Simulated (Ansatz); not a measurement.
# PBE0/def2-TZVPP run of O3 (ozone)

What is the vertical singlet–triplet gap of O3 (ozone) at PBE0/def2-TZVPP? 

Program for the calculation: Ansatz 0.2.0.

20 further runs of the same task are left out: 2 that didn't finish, 18 set aside as unsound or not needed.

## (1) The molecule

O3 has 3 atoms, charge 0, and is taken as a singlet. SMILES: `O=[O+][O-]`. Geometry: relaxed at PBE0-D4/def2-TZVP.

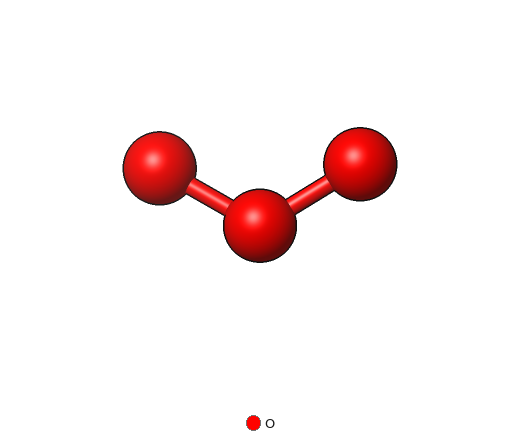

Viewed from a chosen angle; oxygen red.

## (2) The energy at PBE0/def2-TZVPP

molecule.yaml

```yaml
crystal:
  periodic: [false, false, false]
  atoms:
    - {symbol: O, position_ang: [0.848700, -0.535900, 0.409500]}
    - {symbol: O, position_ang: [-0.228900, -0.317600, -0.159400]}
    - {symbol: O, position_ang: [-0.619800, 0.853500, -0.250100]}
basis:
  gaussian:
    orbitals: def2-TZVPP
magnetization:
  spin_polarized: false
  initial_magnetization: 0
hamiltonian:
  xc: {name: PBE0}
accuracy: high
output: {orbitals: {seedname: orbitals}}
```

On the command line:

```bash
$ ansatz run molecule.yaml --threads 1 --pin off --max-ram 3480MiB --events-out events.jsonl --progress --plain --runs-dir runs
```

Standard output:

```text
Warning: RAYON_NUM_THREADS=1 ignored (pool sized by the plan → 1); use --threads N
Functional definition: PBE0
  name "PBE0"
  parameter a = 0.25
  parameter kappa = 0.804
  parameter beta = 0.06672455060314922
  exchange = (1 - a)*pbe_x(kappa = kappa, mu = beta*pi^2/3) + a*exact_x
  correlation = pbe_c(beta = beta)
1513 factors; integrals over basis functions are off by at most 3.9e-9 eV
mean field evaluation 1: about -6126.7929 eV, gradient 4.8e1 eV
mean field evaluation 2: about -6118.1673 eV, gradient 9.2e1 eV
mean field evaluation 4: about -6130.1391 eV, gradient 1.8e0 eV
mean field evaluation 8: about -6130.1433 eV, gradient 4.5e-1 eV
mean field evaluation 16: about -6130.1437 eV, gradient 2.1e-6 eV
mean field -6130.14365654 eV, -225.2786242173 hartree, gradient 3.4e-8 eV, S^2 0.000000; 0 other end points of the search recorded, 0 dependent functions left out
reference -6130.14365778 eV, -225.2786242628 hartree; 12, 12 occupied and 81, 81 virtual orbitals, 1513 factors
Total energy: -6130.14365778 eV, -225.2786242628 hartree
```

It took 3.6 s on 1 thread of Arm Neoverse V1, shared host; peak memory 0.2 GiB.

## (3) The triplet, same level

run.yaml

```yaml
basis:
  gaussian:
    orbitals: def2-TZVPP
crystal:
  periodic: [false, false, false]
  atoms:
    - {symbol: O, position_ang: [0.848700, -0.535900, 0.409500]}
    - {symbol: O, position_ang: [-0.228900, -0.317600, -0.159400]}
    - {symbol: O, position_ang: [-0.619800, 0.853500, -0.250100]}
hamiltonian:
  xc: pbe0
output: {orbitals: {seedname: orbitals}}
accuracy: high
magnetization:
  spin_polarized: true
  initial_magnetization: 2
```

On the command line:

```bash
$ ansatz run run.yaml --threads 1 --pin off --max-ram 3480MiB --events-out events.jsonl --progress --plain --runs-dir runs
```

Standard output, cut to the lines that bear on the results:

```text
Warning: RAYON_NUM_THREADS=1 ignored (pool sized by the plan → 1); use --threads N
[... 7 set-up lines as earlier in the session ...]
1513 factors; integrals over basis functions are off by at most 3.9e-9 eV
mean field evaluation 1: about -6126.5694 eV, gradient 2.7e1 eV
mean field evaluation 2: about -6122.7909 eV, gradient 4.5e1 eV
mean field evaluation 4: about -6128.6277 eV, gradient 1.6e0 eV
mean field evaluation 8: about -6128.8111 eV, gradient 8.1e-1 eV
mean field evaluation 16: about -6128.8135 eV, gradient 3.3e-3 eV
mean field evaluation 32: about -6128.8628 eV, gradient 9.1e-2 eV
mean field evaluation 64: about -6128.8551 eV, gradient 9.5e-1 eV
mean field -6128.86348005 eV, -225.2315785988 hartree, gradient 8.5e-9 eV, S^2 2.009753; 6 other end points of the search recorded, 0 dependent functions left out
reference -6128.86348132 eV, -225.2315786456 hartree; 13, 11 occupied and 80, 82 virtual orbitals, 1513 factors
Total energy: -6128.86348132 eV, -225.2315786456 hartree
```

Run time: 50 s. Hardware: 1 thread of Arm Neoverse V1, shared host; peak memory 0.28 GiB.

## (4) What came out

Level: PBE0/def2-TZVPP.

```
                                        quantity          value
                           singlet: total energy  -225.27862 Eh
                            singlet: HOMO energy       -9.66 eV
                            singlet: LUMO energy       -4.81 eV
                          singlet: HOMO–LUMO gap        4.84 eV
                           triplet: total energy  -225.23158 Eh
     triplet: HOMO energy (highest over α and β)       -8.25 eV
      triplet: LUMO energy (lowest over α and β)       -5.82 eV
                                   triplet: ⟨S²⟩          2.010
vertical energy of the triplet above the singlet       1.280 eV
```

What this shows: At this shape the triplet lies 1.28 eV (30 kcal/mol) above the singlet.
